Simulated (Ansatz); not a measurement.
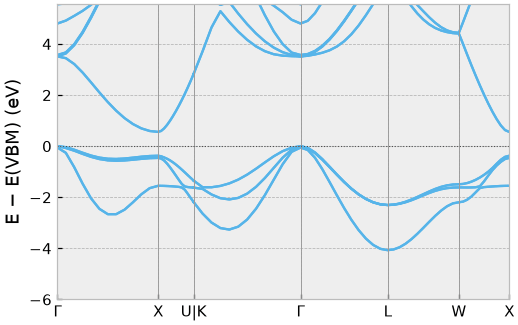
*Band structure from r²SCAN with spin–orbit coupling (plane waves, PAW; program Ansatz)*

Read off the gap and where the band edges lie.

About 0.6 eV (0.56 eV by a search for the band edges); maximum at Γ, minimum at X.

The material is YN (rock salt, space group No. 225).

Space group Fm-3m (rock salt). The cell was relaxed with r²SCAN under the symmetry of its start. No spin polarisation was allowed.

Potentials: the earlier of the program's two PAW sets.
